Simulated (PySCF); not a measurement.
**F3N, SMILES `FN(F)F`: what the electrons do**

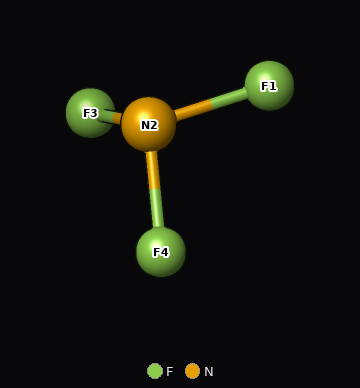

The molecule, with its atoms numbered as below. No frequency check shows the geometry to be a minimum.

Cartesian coordinates (Å):

```
F1       1.1559   -0.4204    0.1190
N2       0.0000   -0.0000   -0.4588
F3      -0.9421   -0.7908    0.1189
F4      -0.2139    1.2113    0.1189
```

## 1. Bonding charge

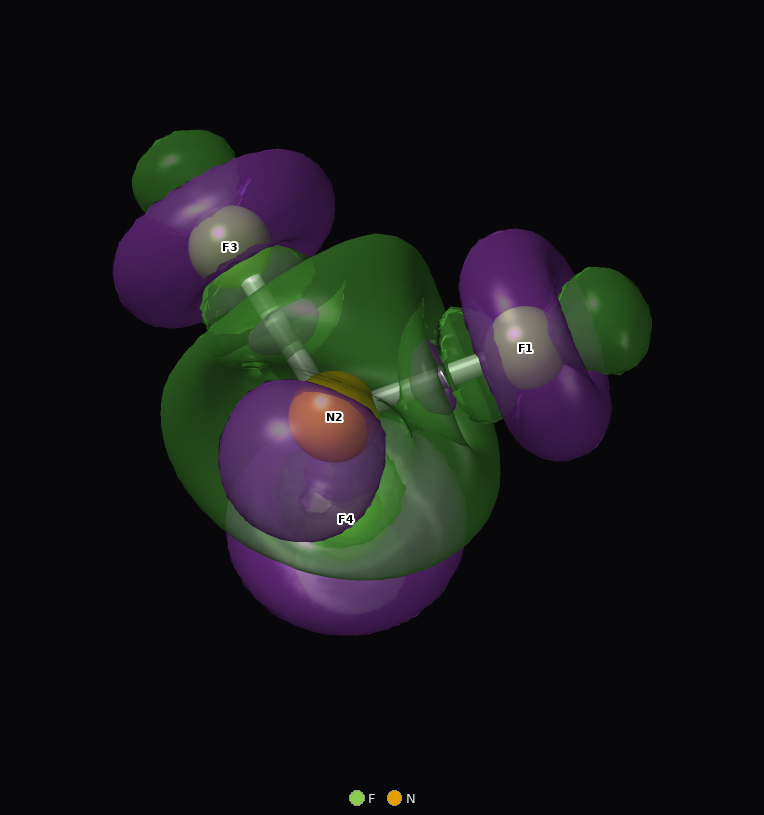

Deformation density (molecule less spherical, spin-averaged free atoms at the same positions), surfaces at ±0.07 e/Å³; purple: gain, green: loss.

PySCF calculation, HF/def2-SVPD, gas phase; geometry: GFN2-xTB.

Question: Describe the bonding that the map shows.

Answer: F1–N2, N2–F3 and N2–F4: +0.14 e/Å³ at the bond critical point (bond length 1.36 Å). In all, 1.3 electrons gather in the regions of gain relative to the promolecule. A small or negative value marks a very polar bond, one between electron-rich atoms, whose free-atom densities already overlap strongly, a long bond to a heavier atom, or a closed-shell contact such as a hydrogen bond.

Question: Where do the Hirshfeld charges lie?

Answer: The highest Hirshfeld charge is on N2 (+0.25 e), the lowest on F1, F3 and F4 (−0.08 e).

```json
{"atom": "F1", "charge (e)": "−0.08"}
{"atom": "N2", "charge (e)": "+0.25"}
{"atom": "F3", "charge (e)": "−0.08"}
{"atom": "F4", "charge (e)": "−0.08"}
```

## 2. Bond critical points

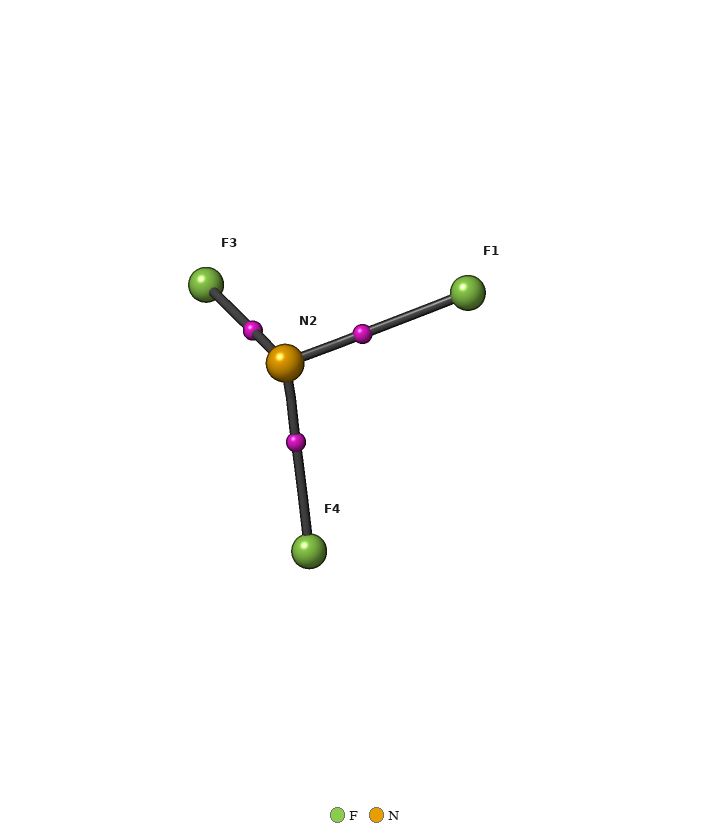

Molecular graph of the electron density (QTAIM): bond paths, bond critical points (magenta), ring points (cyan, if any); weak paths are dashed.

Question: How many critical points of each kind are there, and does the count close?

Answer: 4 nuclei, 3 bond, 0 ring and 0 cage critical points: 4 − 3 + 0 − 0 = 1, as the Poincaré–Hopf relation requires.

Question: What does the calculation give at each kind of bond critical point?

Answer:
| bond | length (Å) | ρ (a.u.) | ∇²ρ (a.u.) | ε | H (a.u.) |
| --- | --- | --- | --- | --- | --- |
| F1–N2 (3 alike) | 1.359 | 0.339 | −0.55 | 0.15 | −0.345 |

Question: What kind of interaction is F1–N2?

Answer: Shared-shell (covalent): ρ = 0.339, ∇²ρ = −0.55, H = −0.345 a.u. Its ellipticity of 0.15 shows that the density isn't cylindrical about the bond.

## 3. Electrostatic potential

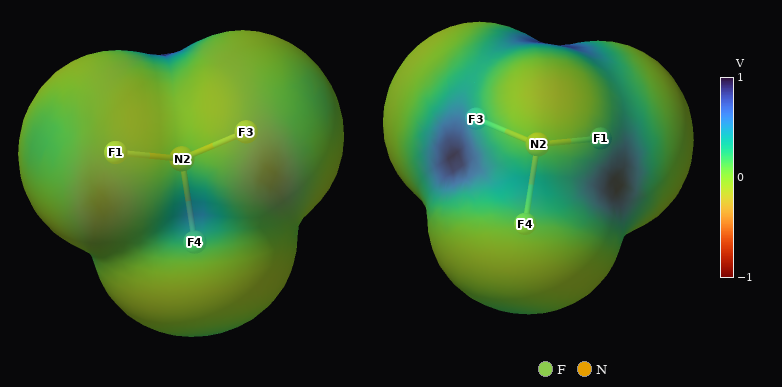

Electrostatic potential on the surface of electron density 0.001 a.u. (back view left, front view right).

Question: Where are the extremes of the potential on the surface?

Answer: Highest: 0.98 V, off the N2–F3 bond (1.7 to 1.8 Å from its atoms). Further maxima include 0.59 V, over the middle of F1, N2, F3 and F4, about 1.8 Å from them; 0.17 V, 1.5 Å from F1. Lowest: −0.15 V, 1.9 Å from N2. The surface is sampled at points, so like sites can differ by a few per cent and only the strongest of them is named.

Question: What volume does the surface enclose, and what is the dipole moment?

Answer: About 51 Å³; the dipole moment is 0.3 D.

## 4. Excited states

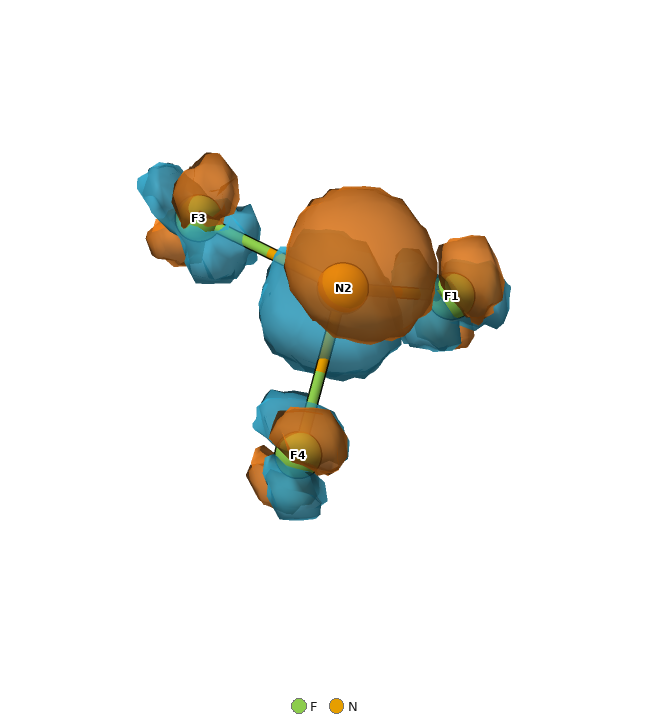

Unrelaxed difference density of S₁ less the ground state (TDA singlet states), ±0.15 e/Å³; light blue: gain, orange: loss.

PySCF calculation, PBE0/6-311+G**, gas phase; geometry: GFN2-xTB.

Question: How does the charge move on excitation?

Answer: 0.69 e is displaced in all, mostly between regions of the same atoms. The state: 8.29 eV (150 nm), f = 0.016; the leading pair carries 99 %; hole on N2 (48 %) and F1, F3 and F4 (17 % each), electron on N2 (41 %) and F1, F3 and F4 (20 % each); their centroids lie 0.3 Å apart.

## 5. Removing or adding an electron

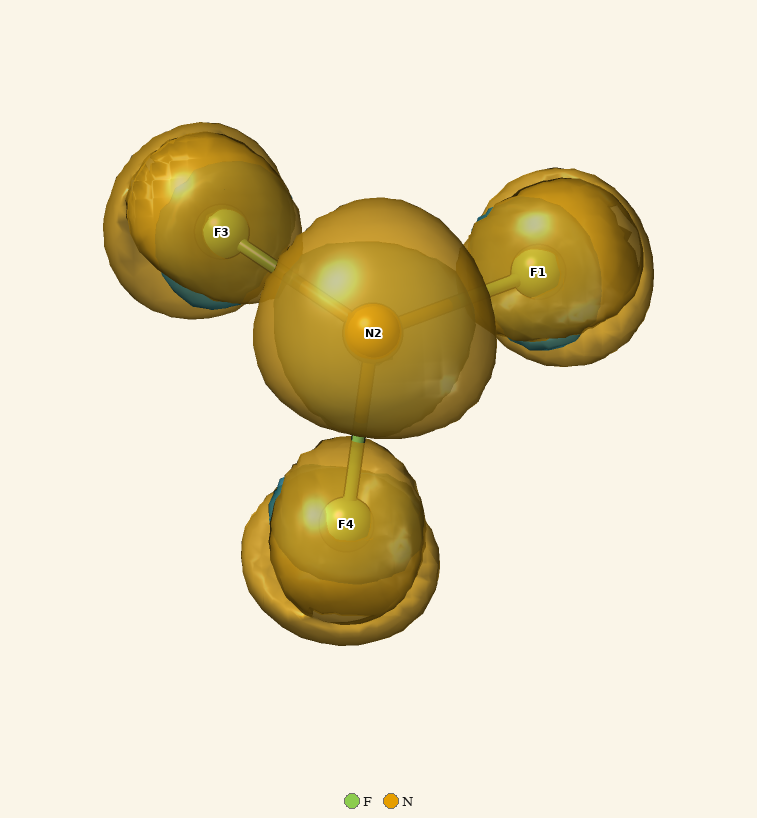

Fukui function f⁻ = ρ(N) − ρ(N−1) at fixed geometry, surfaces at ±0.04 e/Å³ (yellow positive, teal negative).

Computed with PySCF, BP86/aug-cc-pVDZ, geometry: GFN2-xTB.

Question: Which atoms respond most to the removal of an electron?

Answer: f⁻ (Hirshfeld-condensed) is largest on N2 (0.30) and F1, F3 and F4 (0.23 each); the vertical ionisation energy is 12.92 eV. Condensed values hint at sites of electrophilic attack but needn't mark the atom that reacts. Orbital relaxation makes it negative in places (0.14 e in all).

```json
{"atom": "F1", "f⁻": "+0.23", "charge": "−0.06"}
{"atom": "N2", "f⁻": "+0.30", "charge": "+0.17"}
{"atom": "F3", "f⁻": "+0.23", "charge": "−0.06"}
{"atom": "F4", "f⁻": "+0.23", "charge": "−0.06"}
```

## 6. Localised orbitals

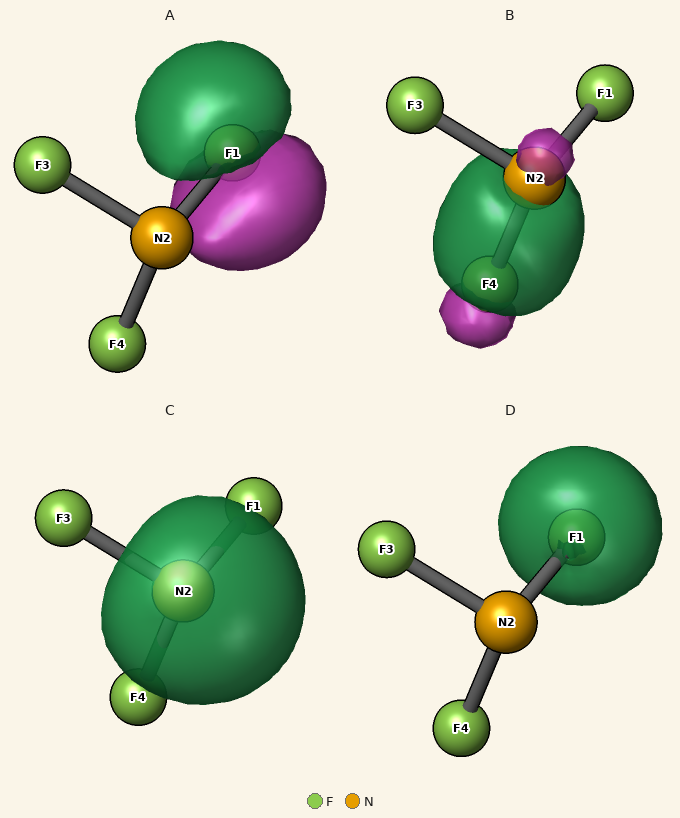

Intrinsic bond orbitals (IBO), occupied; each surface holds about 85 % of the orbital's density. Energies are diagonal elements of the Fock matrix.

Computed with PySCF, LDA (SVWN)/6-31G*, geometry: GFN2-xTB.

Question: Name the orbitals, with their atomic make-up and energies.

Answer: By panel:
- A: lone pair on F1 (p-type) (F1 96 %; −11.1 eV)
- B: σ bond F4–N2 (F4 62 %, N2 38 %; −22.5 eV)
- C: lone pair on N2 (sp0.6-type) (N2 100 %; −13.2 eV)
- D: lone pair on F1 (s-type) (F1 100 %; −24.7 eV)

Question: Which has the smallest and which the largest spatial spread?

Answer: Smallest: D (0.58 Å); largest: A (0.71 Å).

Question: How do all the valence pairs divide up?

Answer: 13 pairs: 10 lone pairs and 3 σ bonds.
